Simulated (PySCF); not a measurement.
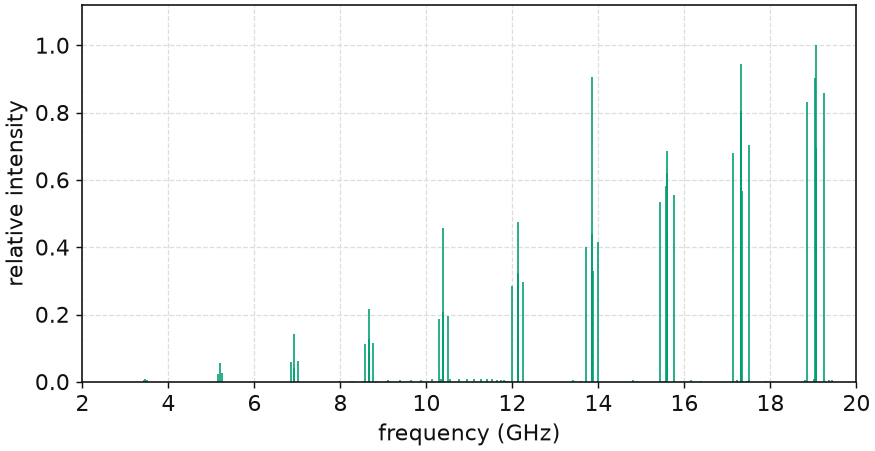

C₃H₈BNSi, SMILES CC#CB[SiH2]N. Simulated rotational absorption lines between 2 and 20 GHz at 10 K: rigid rotor with the equilibrium constants and dipole of one optimised conformer (PBE0-D3(BJ)/def2-SVP, PySCF), commonest isotopes; no centrifugal distortion, hyperfine structure, internal rotation or nuclear-spin weights; lines within 1 MHz of each other are summed.

**What are the rotational constants, and what kind of rotor is it?**

Rotational constants A, B, C = 12.78, 0.8842, 0.8479 GHz; Ray's κ = −0.99, a near-prolate asymmetric top.

**Which dipole components drive the lines?**

|μa|, |μb|, |μc| = 1.25, 0.01, 0.21 D; a-type lines carry 99 % of the intensity in this range.

Known limits of this run: coarse grid, loose stop and no frequency check, small forces are noise and the end may be a saddle.
